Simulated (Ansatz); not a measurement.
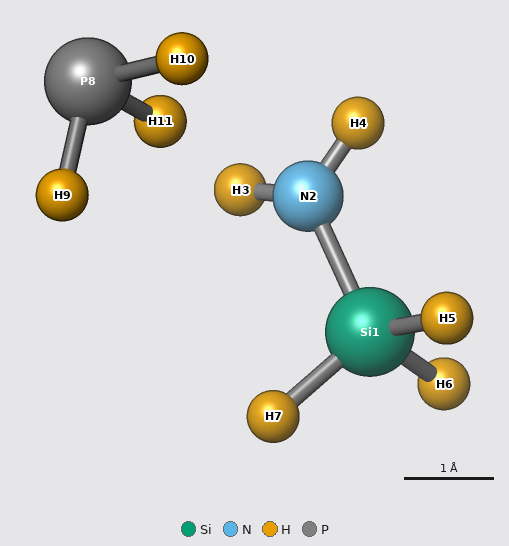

**Figure 1.** The starting structure (ball-and-stick view, seen at a tilt; atoms are numbered from 1 in the order of the input).

# Nudged elastic band of SiPNH8

System: SiPNH8.
Method: RHF/def2-SVP (Ansatz 0.2.0).

It belongs to a series of runs on one base structure; here: band between the two ends. Figures and captions count atoms from 1; the log counts them from 0 in places.

**Input file**
```yaml
crystal:
  periodic: [false, false, false]
  atoms:
    - { symbol: Si, position_ang: [-0.619312, 0.783892, 0.115762] }
    - { symbol: "N", position_ang: [-0.110977, 0.356322, 1.711179] }
    - { symbol: H, position_ang: [-0.770706, 0.014373, 2.383797] }
    - { symbol: H, position_ang: [0.629127, 0.857948, 2.163023] }
    - { symbol: H, position_ang: [0.585881, 0.941291, -0.732373] }
    - { symbol: H, position_ang: [-1.395077, 2.050702, 0.017588] }
    - { symbol: H, position_ang: [-1.481766, -0.302487, -0.404888] }
    - { symbol: P, position_ang: [2.064809, -3.540402, 1.521162] }
    - { symbol: H, position_ang: [1.438735, -4.04428, 0.358002] }
    - { symbol: H, position_ang: [3.217293, -3.067128, 0.853812] }
    - { symbol: H, position_ang: [1.386893, -2.301432, 1.515938] }
basis:
  gaussian: { orbitals: def2-SVP }
hamiltonian:
  xc: hf
neb:
  order_check: false
  images: 5
  f_tol: 0.05
  max_iterations: 60
  final_atoms:
    - { symbol: Si, position_ang: [0.43514811, -0.23500786, -0.51068578] }
    - { symbol: "N", position_ang: [-0.12331588, -0.40386295, 2.69207464] }
    - { symbol: H, position_ang: [-0.91499239, -0.95229393, 2.98354377] }
    - { symbol: H, position_ang: [-0.34689955, 0.55906001, 2.87702779] }
    - { symbol: H, position_ang: [0.7681436, -0.07656622, -1.95116249] }
    - { symbol: H, position_ang: [0.62920436, 1.08346881, 0.12915092] }
    - { symbol: H, position_ang: [-0.9833813, -0.64363046, -0.40992459] }
    - { symbol: P, position_ang: [1.87715855, -1.77993835, 0.34883565] }
    - { symbol: H, position_ang: [0.90300774, -2.63813742, 0.89873252] }
    - { symbol: H, position_ang: [2.0547673, -2.51518571, -0.84681061] }
    - { symbol: H, position_ang: [0.64605947, -0.64910693, 3.29222018] }
  initial_path:
    images:
      - { positions_ang: [[-0.619312, 0.783892, 0.115762], [-0.110977, 0.356322, 1.711179], [-0.770706, 0.014373, 2.383797], [0.629127, 0.857948, 2.163023], [0.585881, 0.941291, -0.732373], [-1.395077, 2.050702, 0.017588], [-1.481766, -0.302487, -0.404888], [2.064809, -3.540402, 1.521162], [1.438735, -4.04428, 0.358002], [3.217293, -3.067128, 0.853812], [1.386893, -2.301432, 1.515938]] }
      - { positions_ang: [[-0.43436522, 0.52095602, 0.08794247], [-0.0629969, 0.22606721, 1.87409058], [-0.7835563, -0.10515156, 2.51057692], [0.72701082, 0.65892963, 2.34018982], [0.82000541, 0.64454973, -0.65974053], [-1.20166303, 1.7563228, -0.12318545], [-1.23148694, -0.6061522, -0.41690459], [1.82058835, -3.00470043, 1.25614774], [1.15015493, -3.73921055, 0.44697597], [2.96816574, -2.7190393, 0.52963585], [1.17304314, -1.88377234, 1.65727322]] }
      - { positions_ang: [[-0.24941843, 0.25802003, 0.06012293], [-0.0150168, 0.09581241, 2.03700217], [-0.79640661, -0.22467613, 2.63735684], [0.82489464, 0.45991126, 2.51735663], [1.05412982, 0.34780846, -0.58710806], [-1.00824905, 1.4619436, -0.2639589], [-0.98120789, -0.90981739, -0.42892117], [1.57636771, -2.46899885, 0.99113347], [0.86157487, -3.4341411, 0.53594994], [2.71903847, -2.3709506, 0.2054597], [0.95919328, -1.46611268, 1.79860845]] }
      - { positions_ang: [[-0.06447165, -0.00491595, 0.0323034], [0.0329633, -0.03444238, 2.19991375], [-0.80925691, -0.34420069, 2.76413675], [0.92277845, 0.26089288, 2.69452345], [1.28825423, 0.05106719, -0.51447558], [-0.81483508, 1.16756439, -0.40473235], [-0.73092883, -1.21348259, -0.44093776], [1.33214706, -1.93329728, 0.72611921], [0.5729948, -3.12907164, 0.62492391], [2.46991121, -2.0228619, -0.11871645], [0.74534342, -1.04845302, 1.93994367]] }
      - { positions_ang: [[0.10206827, -0.08161326, -0.14869299], [-0.01912976, -0.15758257, 2.36396738], [-0.84450207, -0.54689844, 2.83727242], [0.49955245, 0.36028193, 2.75535823], [1.11488402, 0.00852272, -0.99337122], [-0.3334886, 1.13953253, -0.22677126], [-0.81507965, -1.02353188, -0.43060004], [1.51381756, -1.88217763, 0.60035802], [0.68299911, -2.9654269, 0.71619344], [2.3315299, -2.18696984, -0.3614145], [0.71224877, -0.91533766, 2.39070251]] }
      - { positions_ang: [[0.26860819, -0.15831056, -0.32968939], [-0.07122282, -0.28072276, 2.52802101], [-0.87974723, -0.74959619, 2.9104081], [0.07632645, 0.45967097, 2.81619301], [0.94151381, -0.03402175, -1.47226685], [0.14785788, 1.11150067, -0.04881017], [-0.89923047, -0.83358117, -0.42026231], [1.69548805, -1.83105799, 0.47459683], [0.79300342, -2.80178216, 0.80746298], [2.1931486, -2.35107777, -0.60411255], [0.67915412, -0.78222229, 2.84146134]] }
      - { positions_ang: [[0.43514811, -0.23500786, -0.51068578], [-0.12331588, -0.40386295, 2.69207464], [-0.91499239, -0.95229393, 2.98354377], [-0.34689955, 0.55906001, 2.87702779], [0.7681436, -0.07656622, -1.95116249], [0.62920436, 1.08346881, 0.12915092], [-0.9833813, -0.64363046, -0.40992459], [1.87715855, -1.77993835, 0.34883565], [0.90300774, -2.63813742, 0.89873252], [2.0547673, -2.51518571, -0.84681061], [0.64605947, -0.64910693, 3.29222018]] }
```

Command:
```bash
ansatz run input.yaml --threads 1 --pin off --max-ram 2048MiB --backend cpu --events-out ev --progress --plain --runs-dir out
```

**What the program printed**
```
Engine: ansatz 0.2.0, aarch64-unknown-linux-gnu
Functional definition: HF
  exchange = exact_x
  correlation = 0
946 factors; integrals over basis functions are off by at most 2.8e-4 eV
mean field evaluation 1: about -18733.7007 eV, gradient 3.0e1 eV
mean field evaluation 2: about -18733.7287 eV, gradient 3.0e1 eV
mean field evaluation 4: about -18736.0798 eV, gradient 2.9e0 eV
mean field evaluation 8: about -18736.1165 eV, gradient 8.0e-2 eV
mean field -18736.11654015 eV, -688.5395830546 hartree, gradient 2.1e-5 eV, S^2 0.000000; 0 other end points of the search recorded, 0 dependent functions left out
the calculation of the forces begins
reference -18736.11654015 eV, -688.5395830546 hartree; 22, 22 occupied and 68, 68 virtual orbitals, 946 factors
947 factors; integrals over basis functions are off by at most 1.1e-3 eV
mean field evaluation 16: about -18735.7888 eV, gradient 2.7e0 eV
mean field -18735.82710080 eV, -688.5289463547 hartree, gradient 1.4e-5 eV, S^2 0.000000; 0 other end points of the search recorded, 0 dependent functions left out
[... from here on the field's lines of each further geometry are left out, up to the last ...]
NEB iter   1: max|band force component| = 1.727e1 eV/Å  barrier→ = 5.5024 eV  barrier← = 5.2129 eV  Δτ_max = 0.2000 Å  (223 SCF iters)
NEB iter   2: max|band force component| = 2.875e0 eV/Å  barrier→ = 4.1184 eV  barrier← = 3.8289 eV  Δτ_max = 0.2000 Å  (147 SCF iters)
NEB iter   3: max|band force component| = 1.993e0 eV/Å  barrier→ = 2.9603 eV  barrier← = 2.6709 eV  Δτ_max = 0.1970 Å  (147 SCF iters)
NEB iter   4: max|band force component| = 1.190e0 eV/Å  barrier→ = 2.4669 eV  barrier← = 2.1774 eV  Δτ_max = 0.1964 Å  (143 SCF iters)
NEB iter   5: max|band force component| = 8.646e-1 eV/Å  barrier→ = 2.2667 eV  barrier← = 1.9772 eV  Δτ_max = 0.1861 Å  (141 SCF iters)
NEB iter   6: max|band force component| = 7.017e-1 eV/Å  barrier→ = 2.1474 eV  barrier← = 1.8580 eV  Δτ_max = 0.2000 Å  (143 SCF iters)
NEB iter   7: max|band force component| = 2.174e0 eV/Å  barrier→ = 2.3166 eV  barrier← = 2.0272 eV  Δτ_max = 0.0996 Å  (145 SCF iters)
NEB iter   8: max|band force component| = 7.314e-1 eV/Å  barrier→ = 2.1766 eV  barrier← = 1.8871 eV  Δτ_max = 0.1970 Å  (145 SCF iters)
NEB iter   9: max|band force component| = 1.108e0 eV/Å  barrier→ = 2.0251 eV  barrier← = 1.7357 eV  Δτ_max = 0.1014 Å  (144 SCF iters)
NEB iter  10: max|band force component| = 7.753e-1 eV/Å  barrier→ = 2.0211 eV  barrier← = 1.7317 eV  Δτ_max = 0.0989 Å  (138 SCF iters)
NEB iter  11: max|band force component| = 4.546e-1 eV/Å  barrier→ = 2.0437 eV  barrier← = 1.7542 eV  CI = image 3  Δτ_max = 0.1007 Å  (139 SCF iters)
NEB iter  12: max|band force component| = 1.625e0 eV/Å  barrier→ = 2.2381 eV  barrier← = 1.9487 eV  CI = image 3  Δτ_max = 0.0502 Å  (140 SCF iters)
NEB iter  13: max|band force component| = 1.834e0 eV/Å  barrier→ = 2.3146 eV  barrier← = 2.0252 eV  CI = image 3  Δτ_max = 0.1015 Å  (135 SCF iters)
NEB iter  14: max|band force component| = 1.772e0 eV/Å  barrier→ = 2.4362 eV  barrier← = 2.1467 eV  CI = image 3  Δτ_max = 0.2000 Å  (138 SCF iters)
NEB iter  15: max|band force component| = 1.666e0 eV/Å  barrier→ = 2.5788 eV  barrier← = 2.2893 eV  CI = image 3  Δτ_max = 0.1653 Å  (144 SCF iters)
NEB iter  16: max|band force component| = 1.317e0 eV/Å  barrier→ = 2.4699 eV  barrier← = 2.1804 eV  CI = image 3  Δτ_max = 0.1683 Å  (136 SCF iters)
NEB iter  17: max|band force component| = 1.184e0 eV/Å  barrier→ = 2.3852 eV  barrier← = 2.0958 eV  CI = image 3  Δτ_max = 0.1568 Å  (139 SCF iters)
NEB iter  18: max|band force component| = 7.297e-1 eV/Å  barrier→ = 2.2999 eV  barrier← = 2.0105 eV  CI = image 3  Δτ_max = 0.1962 Å  (139 SCF iters)
NEB iter  19: max|band force component| = 6.991e-1 eV/Å  barrier→ = 2.2715 eV  barrier← = 1.9821 eV  CI = image 3  Δτ_max = 0.1673 Å  (138 SCF iters)
NEB iter  20: max|band force component| = 3.609e-1 eV/Å  barrier→ = 2.2894 eV  barrier← = 2.0000 eV  CI = image 3  Δτ_max = 0.1107 Å  (142 SCF iters)
NEB iter  21: max|band force component| = 2.360e-1 eV/Å  barrier→ = 2.2778 eV  barrier← = 1.9884 eV  CI = image 3  Δτ_max = 0.0583 Å  (139 SCF iters)
NEB iter  22: max|band force component| = 1.545e-1 eV/Å  barrier→ = 2.2762 eV  barrier← = 1.9868 eV  CI = image 3  Δτ_max = 0.1915 Å  (136 SCF iters)
NEB iter  23: max|band force component| = 3.711e0 eV/Å  barrier→ = 2.2764 eV  barrier← = 1.9870 eV  CI = image 3  Δτ_max = 0.1091 Å  (140 SCF iters)
NEB iter  24: max|band force component| = 7.812e-1 eV/Å  barrier→ = 2.2757 eV  barrier← = 1.9862 eV  CI = image 3  Δτ_max = 0.1654 Å  (126 SCF iters)
NEB iter  25: max|band force component| = 2.830e-1 eV/Å  barrier→ = 2.2744 eV  barrier← = 1.9850 eV  CI = image 3  Δτ_max = 0.1987 Å  (130 SCF iters)
NEB iter  26: max|band force component| = 4.488e-1 eV/Å  barrier→ = 2.2743 eV  barrier← = 1.9848 eV  CI = image 3  Δτ_max = 0.0824 Å  (123 SCF iters)
NEB iter  27: max|band force component| = 1.448e-1 eV/Å  barrier→ = 2.2742 eV  barrier← = 1.9847 eV  CI = image 3  Δτ_max = 0.1018 Å  (115 SCF iters)
NEB iter  28: max|band force component| = 1.916e0 eV/Å  barrier→ = 2.2742 eV  barrier← = 1.9847 eV  CI = image 3  Δτ_max = 0.0516 Å  (122 SCF iters)
NEB iter  29: max|band force component| = 4.269e-1 eV/Å  barrier→ = 2.2742 eV  barrier← = 1.9847 eV  CI = image 3  Δτ_max = 0.0581 Å  (119 SCF iters)
NEB iter  30: max|band force component| = 1.644e-1 eV/Å  barrier→ = 2.2742 eV  barrier← = 1.9847 eV  CI = image 3  Δτ_max = 0.0596 Å  (111 SCF iters)
NEB iter  31: max|band force component| = 3.427e-1 eV/Å  barrier→ = 2.2742 eV  barrier← = 1.9847 eV  CI = image 3  Δτ_max = 0.0300 Å  (116 SCF iters)
NEB iter  32: max|band force component| = 1.082e-1 eV/Å  barrier→ = 2.2742 eV  barrier← = 1.9847 eV  CI = image 3  Δτ_max = 0.0597 Å  (111 SCF iters)
NEB iter  33: max|band force component| = 2.099e-1 eV/Å  barrier→ = 2.2741 eV  barrier← = 1.9847 eV  CI = image 3  Δτ_max = 0.0300 Å  (110 SCF iters)
NEB iter  34: max|band force component| = 5.003e-2 eV/Å  barrier→ = 2.2741 eV  barrier← = 1.9847 eV  CI = image 3  Δτ_max = 0.0403 Å  (109 SCF iters)
NEB iter  35: max|band force component| = 1.537e-1 eV/Å  barrier→ = 2.2741 eV  barrier← = 1.9847 eV  CI = image 3  Δτ_max = 0.0149 Å  (109 SCF iters)
the calculation of the forces begins
reference -18735.77331480 eV, -688.5269697557 hartree; 22, 22 occupied and 68, 68 virtual orbitals, 946 factors
948 factors; integrals over basis functions are off by at most 1.2e-3 eV
mean field evaluation 1248: about -18731.8616 eV, gradient 2.3e1 eV
mean field -18733.84239441 eV, -688.4560097402 hartree, gradient 7.2e-5 eV, S^2 0.000000; 1 other end points of the search recorded, 0 dependent functions left out
the calculation of the forces begins
reference -18733.84239441 eV, -688.4560097402 hartree; 22, 22 occupied and 68, 68 virtual orbitals, 948 factors
NEB iter  36: max|band force component| = 4.000e-2 eV/Å  barrier→ = 2.2741 eV  barrier← = 1.9847 eV  CI = image 3  Δτ_max = 0.0000 Å  (262 SCF iters)
```

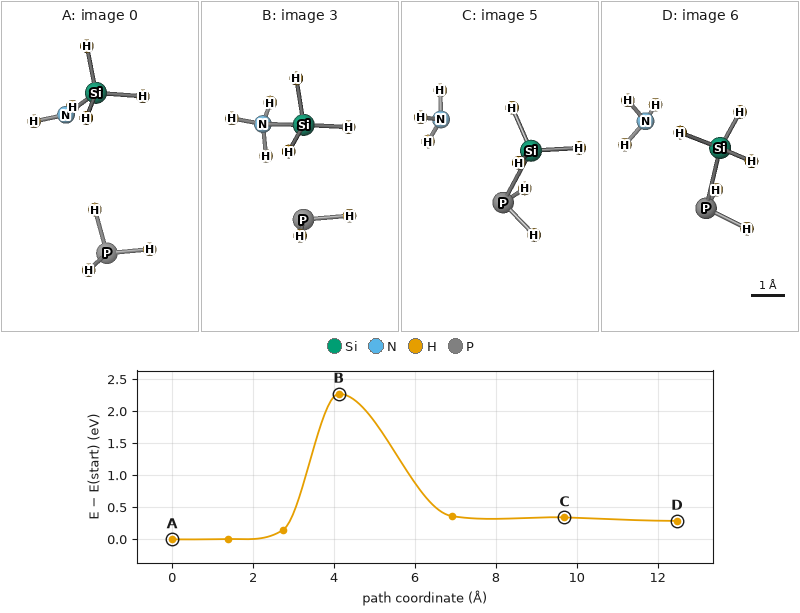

**Figure 2.** Images of the last band (counted from 0; ball-and-stick, seen at a tilt) above the energy along the path; the line is a cubic interpolation that uses the forces. The highest image is number 3, 2.274 eV above the start and 1.985 eV above the end (the climbing image); the end lies 0.289 eV above the start. The path is 12.48 Å long. The band converged in 36 iterations.

```
Total energy: -18733.84239441 eV, -688.4560097402 hartree
Atom 0 at    -0.046490    -0.035115     0.147498 Å, force    -0.000120    -0.001397    -0.003364 eV/Å
Atom 1 at     0.106531    -0.065505     2.031175 Å, force     0.005522    -0.003873     0.006042 eV/Å
Atom 2 at    -0.782549    -0.133890     2.508174 Å, force    -0.000088    -0.000244     0.000245 eV/Å
Atom 3 at     0.610080     0.726309     2.408199 Å, force    -0.000971     0.000560     0.000522 eV/Å
Atom 4 at     1.231333     0.259689    -0.497787 Å, force    -0.000465    -0.000013    -0.000431 eV/Å
Atom 5 at    -0.838644     1.233573     0.097265 Å, force     0.000075     0.000038     0.000163 eV/Å
Atom 6 at    -0.934959    -1.086917    -0.342878 Å, force     0.000025     0.000633    -0.000634 eV/Å
Atom 7 at     1.633075    -2.644369     0.960329 Å, force     0.001119    -0.002458    -0.003159 eV/Å
Atom 8 at     0.764092    -3.336364     0.078867 Å, force     0.000673     0.000193     0.001014 eV/Å
Atom 9 at     2.546149    -2.229043    -0.042064 Å, force    -0.000267    -0.000282     0.001028 eV/Å
Atom 10 at     0.656283    -0.939567     2.154224 Å, force    -0.005504     0.006843    -0.001426 eV/Å
Dipole moment:    -0.833928     1.402931     0.524253 e Å
this run last wrote the band of iteration 36 to [file]
```

**The last band as extended XYZ (Å, eV, eV/Å)**
```
11
Properties=species:S:1:pos:R:3:forces:R:3 image=0 energy=-18736.11654
Si   -0.6193    0.7839    0.1158    0.0028   0.0111  -0.0021
N    -0.1110    0.3563    1.7112   -0.0195   0.0007   0.0098
H    -0.7707    0.0144    2.3838    0.0172   0.0066  -0.0223
H     0.6291    0.8579    2.1630    0.0003  -0.0027  -0.0032
H     0.5859    0.9413   -0.7324   -0.0123  -0.0047   0.0123
H    -1.3951    2.0507    0.0176    0.0077  -0.0183   0.0026
H    -1.4818   -0.3025   -0.4049    0.0041   0.0068   0.0024
P     2.0648   -3.5404    1.5212   -0.0092   0.0128  -0.0205
H     1.4387   -4.0443    0.3580    0.0069   0.0090   0.0174
H     3.2173   -3.0671    0.8538   -0.0051  -0.0035   0.0043
H     1.3869   -2.3014    1.5159    0.0071  -0.0177  -0.0007
11
Properties=species:S:1:pos:R:3:forces:R:3 image=1 energy=-18736.11129
Si   -0.4161    0.5478    0.1789   -0.0019   0.0030  -0.0001
N    -0.1723    0.3846    1.8808   -0.0011   0.0017  -0.0007
H    -0.9213    0.1042    2.4836   -0.0008   0.0015  -0.0002
H     0.4781    0.9714    2.3663   -0.0010   0.0013  -0.0002
H     0.9100    0.6354   -0.4754   -0.0021   0.0033  -0.0006
H    -1.1931    1.7465   -0.2362   -0.0020   0.0032   0.0004
H    -1.1545   -0.6429   -0.3021   -0.0021   0.0033  -0.0007
P     2.0844   -3.3376    1.2712    0.0028  -0.0041   0.0010
H     1.0785   -3.7890    0.3874    0.0029  -0.0049   0.0008
H     2.8559   -2.6981    0.2749    0.0030  -0.0048   0.0008
H     1.3954   -2.1736    1.6737    0.0022  -0.0036  -0.0006
11
Properties=species:S:1:pos:R:3:forces:R:3 image=2 energy=-18735.96562
Si   -0.2290    0.2474    0.2214   -0.0701   0.1166   0.0328
N    -0.0486    0.1945    1.9416   -0.0629   0.0969  -0.0330
H    -0.8173   -0.0561    2.5323   -0.0165   0.0233   0.0106
H     0.5824    0.8135    2.4120   -0.0126   0.0260   0.0103
H     1.1136    0.3127   -0.4032   -0.0429   0.0279   0.0448
H    -1.0019    1.4209   -0.2453   -0.0611   0.0804  -0.1282
H    -0.9427   -0.9716   -0.2276   -0.0011   0.0542   0.0412
P     1.8272   -2.9205    1.1315    0.0743  -0.1109   0.0607
H     0.7600   -3.2943    0.2819   -0.0033   0.0205   0.0667
H     2.5226   -2.1936    0.1373   -0.0091   0.0169   0.0674
H     1.1785   -1.8041    1.7210    0.2055  -0.3519  -0.1733
11
Properties=species:S:1:pos:R:3:forces:R:3 image=3 energy=-18733.84239
Si   -0.0465   -0.0351    0.1475   -0.0001  -0.0014  -0.0034
N     0.1065   -0.0655    2.0312    0.0055  -0.0039   0.0060
H    -0.7825   -0.1339    2.5082   -0.0001  -0.0002   0.0002
H     0.6101    0.7263    2.4082   -0.0010   0.0006   0.0005
H     1.2313    0.2597   -0.4978   -0.0005   0.0000  -0.0004
H    -0.8386    1.2336    0.0973    0.0001   0.0000   0.0002
H    -0.9350   -1.0869   -0.3429    0.0000   0.0006  -0.0006
P     1.6331   -2.6444    0.9603    0.0011  -0.0025  -0.0032
H     0.7641   -3.3364    0.0789    0.0007   0.0002   0.0010
H     2.5461   -2.2290   -0.0421   -0.0003  -0.0003   0.0010
H     0.6563   -0.9396    2.1542   -0.0055   0.0068  -0.0014
11
Properties=species:S:1:pos:R:3:forces:R:3 image=4 energy=-18735.75191
Si   -0.0079   -0.5680   -0.3752    0.0208  -0.0654  -0.0330
N     0.4663    0.1457    2.5594    0.0202   0.0079   0.0084
H    -0.5019    0.0980    2.8277    0.0250   0.0296   0.0316
H     0.8306    1.0252    2.8794    0.0261   0.0278   0.0551
H     1.0171    0.4868   -0.5215   -0.0167   0.0165  -0.0045
H    -1.2039   -0.0360    0.3080   -0.0323  -0.1033   0.0147
H    -0.4614   -0.9740   -1.7288    0.0389   0.0067  -0.1156
P     0.9089   -2.4136    0.6408   -0.0529   0.0582  -0.0387
H     0.7094   -3.3253   -0.4177   -0.0015  -0.0149  -0.0590
H     2.2432   -2.0979    0.2859   -0.0663  -0.0027   0.0506
H     0.9445   -0.5922    3.0451    0.0387   0.0396   0.0903
11
Properties=species:S:1:pos:R:3:forces:R:3 image=5 energy=-18735.77331
Si    0.2653   -0.3896   -0.8239    0.0037  -0.0015  -0.0048
N     0.0602   -0.2952    3.0350   -0.0025  -0.0037   0.0069
H    -0.8050   -0.1537    3.5277   -0.0026  -0.0012   0.0071
H     0.5193    0.5981    2.9815   -0.0032  -0.0046  -0.0004
H     1.1372    0.5774   -1.5352    0.0005   0.0007  -0.0128
H    -0.6582    0.3502    0.0601    0.0059   0.0049  -0.0023
H    -0.5250   -1.1345   -1.8343   -0.0023  -0.0022  -0.0006
P     1.6123   -1.7504    0.4070    0.0072   0.0103  -0.0005
H     0.6119   -2.6742    0.7762   -0.0026   0.0058   0.0150
H     2.0883   -2.4942   -0.6998   -0.0013  -0.0059  -0.0127
H     0.6385   -0.8849    3.6087   -0.0030  -0.0025   0.0051
11
Properties=species:S:1:pos:R:3:forces:R:3 image=6 energy=-18735.82710
Si    0.4351   -0.2350   -0.5107    0.0090   0.0141   0.0009
N    -0.1233   -0.4039    2.6921   -0.0141  -0.0139   0.0126
H    -0.9150   -0.9523    2.9835    0.0145   0.0031  -0.0044
H    -0.3469    0.5591    2.8770    0.0015   0.0086  -0.0041
H     0.7681   -0.0766   -1.9512   -0.0010   0.0007  -0.0025
H     0.6292    1.0835    0.1292   -0.0013   0.0005  -0.0010
H    -0.9834   -0.6436   -0.4099   -0.0020  -0.0036  -0.0023
P     1.8772   -1.7799    0.3488   -0.0194  -0.0151  -0.0106
H     0.9030   -2.6381    0.8987    0.0163  -0.0018  -0.0033
H     2.0548   -2.5152   -0.8468   -0.0024   0.0053   0.0162
H     0.6461   -0.6491    3.2922   -0.0011   0.0021  -0.0016
```

**Results in brief**

- outcome: converged
- barrier, forward: 2.274 eV
- barrier, backward: 1.985 eV
- hardware: 1 thread of Arm Neoverse V2, 24 GiB of memory available, shared host
- wall time: 3.6 min
- peak memory: 0.16 GiB

The order of the saddle point was not checked.
